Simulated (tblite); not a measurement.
## Run report: C5H15NP2Si, geometry relaxation (part 3 of 3)

The same run, continued: C5H15NP2Si; GFN2-xTB geometry optimisation, gas phase (tblite 0.8.0). It belongs to a series of runs on one base structure; here: H on C replaced by NMe2.

Geometry of the input (Å):
```
C  1.8955  0.0221  -1.5661
N  1.4193  0.0947  -0.2453
C  1.7925  1.2106  0.5422
C  0.4441  -0.7943  0.2049
C  -0.0383  -0.7196  1.6424
C  -1.2981  -1.4439  1.1288
Si -1.2631  -0.2114  -0.2632
P  -1.8198  -0.8628  -2.2224
P  -1.8375  1.7759  0.4060
H  2.0077  1.0251  -2.0331
H  1.1207  -0.5004  -2.1863
H  2.8138  -0.5911  -1.6980
H  1.4124  1.2670  1.5710
H  2.8888  1.3214  0.5645
H  1.3750  2.1294  0.0083
H  0.5836  -1.8462  -0.1536
H  0.4973  -1.2866  2.3970
H  -0.3906  0.3044  1.9441
H  -2.1894  -1.3112  1.7504
H  -1.0832  -2.4600  0.7437
H  -1.0426  -0.1850  -3.2419
H  -3.2491  -0.7963  -2.5068
H  -3.1298  1.6620  1.1108
H  -0.9209  2.2158  1.4437
```

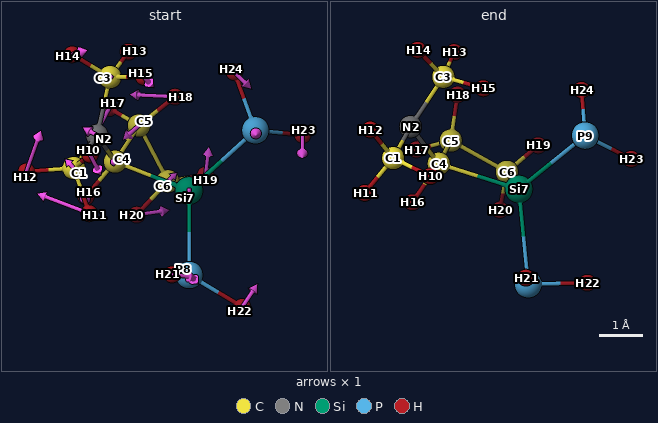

*Before (left) and after (right) the relaxation, at one scale (ball-and-stick view, seen at a tilt). The pink arrows give the displacements, at true length.*

After 138 geometry steps the energy has fallen by 3.167 eV. The largest force component goes from 2.3 to 0.008 eV/Å. The largest move after the best rigid fit is that of H11, 1.34 Å. Largest moves by element: H 1.34 Å, P 0.61 Å, C 0.56 Å, N 0.44 Å, Si 0.09 Å. Distances before and after: Si7–P8 2.138 → 2.268 Å, C4–Si7 1.864 → 1.969 Å, Si7–P9 2.174 → 2.272 Å, P9–H23 1.476 → 1.387 Å. Among the angles that change: Si7–P8–H22 114.8° → 94.1°, H21–P8–H22 111.5° → 92.0°, Si7–P8–H21 111.2° → 93.6°. (Atoms are counted from 1 in the order of the input.)

**Key numbers**

| quantity | value |
| --- | --- |
| outcome | converged |
| total energy | −762.1261 eV |
| hardware | 1 CPU thread, shared host |
| wall time | 3.5 s |
| peak memory | 0.18 GiB |
